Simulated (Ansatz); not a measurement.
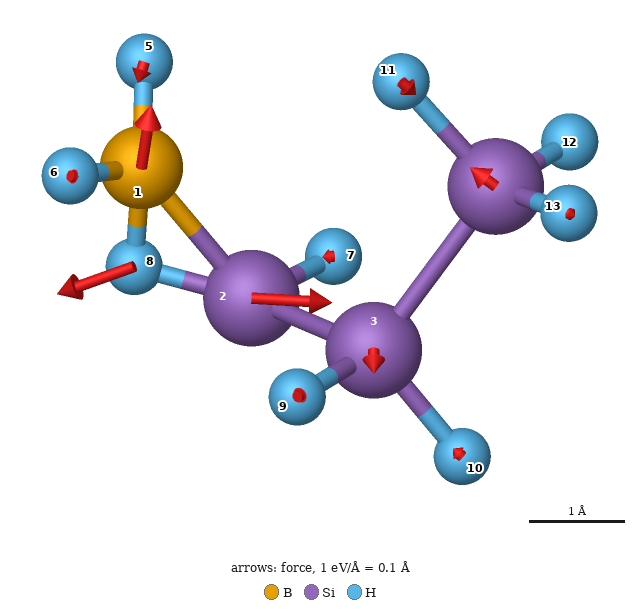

Starting geometry of BSi3H9 with the computed forces as red arrows. Style: ball-and-stick. Shown at a tilt.

The run prepares an end point of a later path (hydrogen shift) calculation, from a guessed geometry.

Level of theory: UKS r2SCANh-D4/STO-3G (Ansatz 0.2.0).

The input:
```yaml
crystal:
  periodic: [false, false, false]
  atoms:
    - { symbol: B, position_ang: [-1.9665, -0.8699, -0.7084] }
    - { symbol: Si, position_ang: [-0.1888, -1.4599, -0.6137] }
    - { symbol: Si, position_ang: [0.8831, -0.2501, 0.8948] }
    - { symbol: Si, position_ang: [0.9463, 1.9073, 0.3002] }
    - { symbol: H, position_ang: [-2.4289, -0.3997, -1.7549] }
    - { symbol: H, position_ang: [-2.7039, -0.8337, 0.2374] }
    - { symbol: H, position_ang: [0.4917, -1.299, -1.9184] }
    - { symbol: H, position_ang: [-1.39494, -1.88315, -0.58369] }
    - { symbol: H, position_ang: [0.2697, -0.3887, 2.2605] }
    - { symbol: H, position_ang: [2.3117, -0.7119, 1.0117] }
    - { symbol: H, position_ang: [-0.5352, 2.346, 0.2367] }
    - { symbol: H, position_ang: [1.537, 2.0523, -0.9921] }
    - { symbol: H, position_ang: [1.5409, 2.729, 1.2868] }
magnetization:
  spin_polarized: true
basis:
  gaussian: { orbitals: STO-3G }
hamiltonian:
  xc: r2scanh
  dispersion: d4
relax:
  f_tol: 0.02
  max_steps: 50
```

Run as
```bash
ansatz run input.yaml --threads 1 --pin off --max-ram 2048MiB --backend cpu --events-out ev --progress --plain --runs-dir out
```

**Is this structure relaxed? If not, where do the atoms go?**

It isn't relaxed: the largest force vector, on H8, is 9.21 eV/Å. The final displacements have little in common with the starting forces (cosine between the two patterns 0.09). H8 moves most after the best rigid fit: 1.44 Å. Largest moves by element: H 1.44 Å, B 0.27 Å, Si 0.21 Å. Near-neighbour distances that change, for instance: B1–H8 1.170 → 2.826 Å, Si2–H8 1.279 → 1.444 Å, Si4–H11 1.546 → 1.443 Å, B1–Si2 1.875 → 1.942 Å. Bonds break: B1–H8 (1.17 → 2.83 Å). Among the angles between lasting bonds that change: B1–Si2–H8 37.9° → 112.3°, Si3–Si2–H8 128.5° → 108.6°, H7–Si2–H8 119.4° → 107.6°. Groups turn about B1–Si2 by about 35°. Over 26 accepted moves (30 points after the start) the energy falls by 104.8 kcal/mol. Largest force component: 7.9 eV/Å at the start, 0.0011 eV/Å at the end. The line search rejected the trial steps at points 16, 23, 25, 26 of the run. The forces were under the threshold at step 24, but the run went on from there. The run took 3.4 min on 1 thread of Arm Neoverse V2, on a shared host, peak memory 0.22 GiB.

Limits of the set-up: STO-3G is a minimal basis, so the numbers are rough.
